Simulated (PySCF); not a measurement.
Consider C4H6O2.

```xyz
12

C    -2.2681    0.1727    1.1207
C    -1.3070   -0.4203    0.4199
O    -0.1308    0.2297    0.1630
C     0.8117   -0.4075   -0.5802
C     2.0155    0.4649   -0.7527
O     0.6681   -1.5117   -1.0226
H    -2.1478    1.1878    1.5048
H    -3.1969   -0.3621    1.3205
H    -1.3631   -1.4305    0.0071
H     2.3994    0.7724    0.2307
H     2.7853   -0.0776   -1.3117
H     1.7337    1.3822   -1.2906
```

Geometry: PBE0-D3(BJ)/def2-SVP.

The calculation used CAM-B3LYP/def2-SVPD, SCF density, gas phase (PySCF 2.14.0).

What can the converged electron density and electron localisation function tell about the bonding?

Answer. C–O (1.20 Å): ρ at the midpoint is about 3.4 e/Å³; the ELF peaks at about 0.90 between the atoms: a multiple bond.
C–C (1.33 Å): ρ is about 2.3 e/Å³ halfway; the ELF peaks at about 0.95 between the atoms (a short, multiple covalent bond).
C–H (1.09 Å): ρ is about 2 e/Å³ halfway; the ELF climbs to about 1 towards the hydrogen, as it does in any bond to H: an ordinary covalent bond to hydrogen.
C–O (1.36 Å): the density is about 2.4 e/Å³ at the midpoint, with its minimum of 2 e/Å³ about 0.5 Å from C; the ELF peaks at about 0.90 between the atoms; a shared but strongly polarised pair.

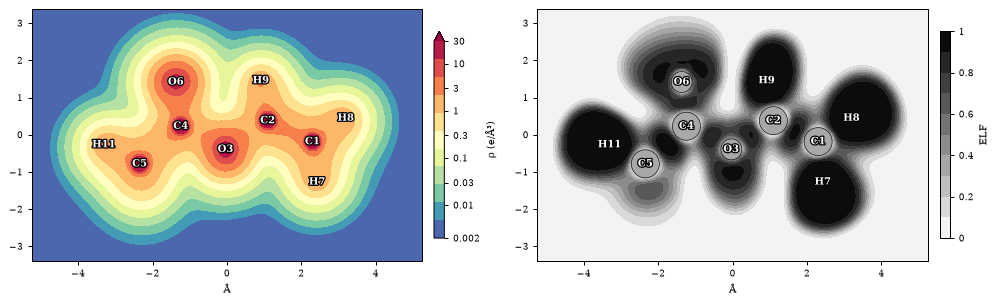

Computed electron density and electron localisation function on the plane of atoms C4, C5 and H11, in this order. Grey discs cover the atomic cores in the ELF map. 
